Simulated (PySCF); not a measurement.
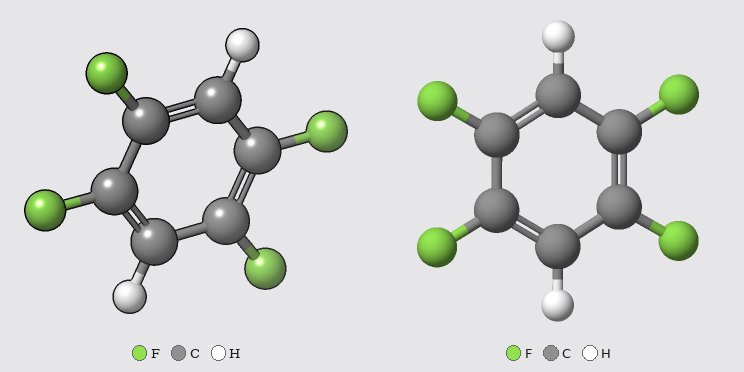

Both panels show the same species.

Describe the molecule.

Formula C6H2F4. Its SMILES string is `Fc1cc(F)c(F)cc1F`. Independent rings (smallest set): 1 of 6 members, 1 of them aromatic. Among its groups: C–F bond. The point group is D2h. All atoms lie on one plane. Coordination: 6 C trigonal planar.

More results for the same structure follow; atom numbers are the same in all pictures, views and colours differ. The computed structure is the end point of a PBE0-D3(BJ)/def2-TZVP optimisation. No frequency run is at hand to confirm it as a minimum.

NMR shielding

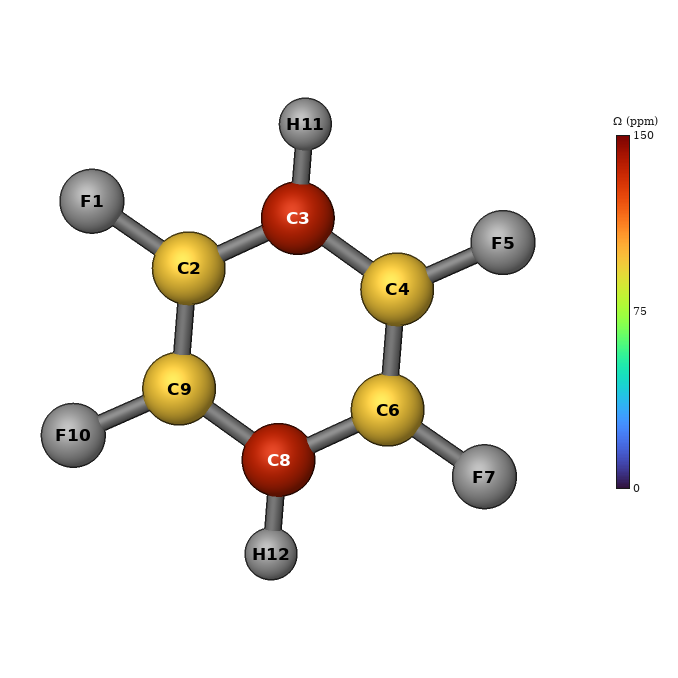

The C atoms are coloured by the span of their shielding tensor. No frequency run is at hand to confirm it as a minimum. Level of theory: GIAO KT3/pcSseg-2 NMR shielding, non-relativistic, gas phase (PySCF 2.14.0). Principal shieldings σ11 ≤ σ22 ≤ σ33, span Ω = σ33 − σ11, skew κ = 3(σiso − σ22)/Ω.

Question: Which C atom has the most anisotropic shielding?

Answer: C3, C8, with a span of 136 ppm.

Give the shielding tensors of the C atoms.

```json
{"atom": "C2, C4, C6…", "σ11": "−9.1", "σ22": "25.8", "σ33": "87.3", "σiso": "34.7", "Ω": "96.5", "κ": "0.28"}
{"atom": "C3, C8", "σ11": "20.0", "σ22": "62.6", "σ33": "155.5", "σiso": "79.4", "Ω": "135.5", "κ": "0.37"}
```

Shieldings and span in ppm.

Levels of theory compared

No frequency run is at hand to confirm it as a minimum. Program: PySCF 2.14.0.

At this fixed geometry, give HOMO energy (eV), HOMO–LUMO gap (eV) at these levels: B97-2/pcSseg-2; KT3/pcSseg-2; PBE0/pcSseg-2; WP04/pcSseg-2 in chloroform (IEF-PCM); ωB97X-D/pcSseg-2; ωB97X-D/pcSseg-2 in chloroform (IEF-PCM).

```json
{"level": "B97-2/pcSseg-2", "HOMO energy (eV)": "−7.17", "HOMO–LUMO gap (eV)": "6.02"}
{"level": "KT3/pcSseg-2", "HOMO energy (eV)": "−6.28", "HOMO–LUMO gap (eV)": "4.39"}
{"level": "PBE0/pcSseg-2", "HOMO energy (eV)": "−7.42", "HOMO–LUMO gap (eV)": "6.30"}
{"level": "WP04/pcSseg-2 in chloroform (IEF-PCM)", "HOMO energy (eV)": "−8.61", "HOMO–LUMO gap (eV)": "5.51"}
{"level": "ωB97X-D/pcSseg-2", "HOMO energy (eV)": "−9.17", "HOMO–LUMO gap (eV)": "9.80"}
{"level": "ωB97X-D/pcSseg-2 in chloroform (IEF-PCM)", "HOMO energy (eV)": "−9.03", "HOMO–LUMO gap (eV)": "9.88"}
```

Charges

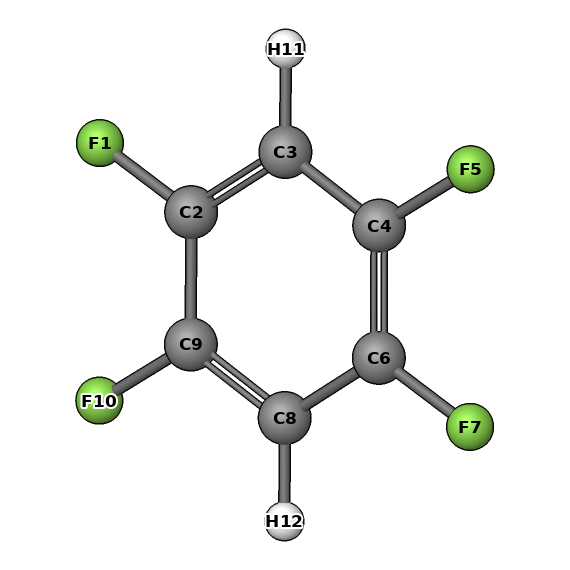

The questions are on IAO charges. No frequency run is at hand to confirm it as a minimum. Method: PBE0/pcSseg-2, gas phase (PySCF 2.14.0).

List the IAO charges.

```
atom  value (e)
  F1      −0.26
  C2       0.27
  C3      −0.22
  C4       0.27
  F5      −0.26
  C6       0.27
  F7      −0.26
  C8      −0.22
  C9       0.27
 F10      −0.26
 H11       0.20
 H12       0.20
```
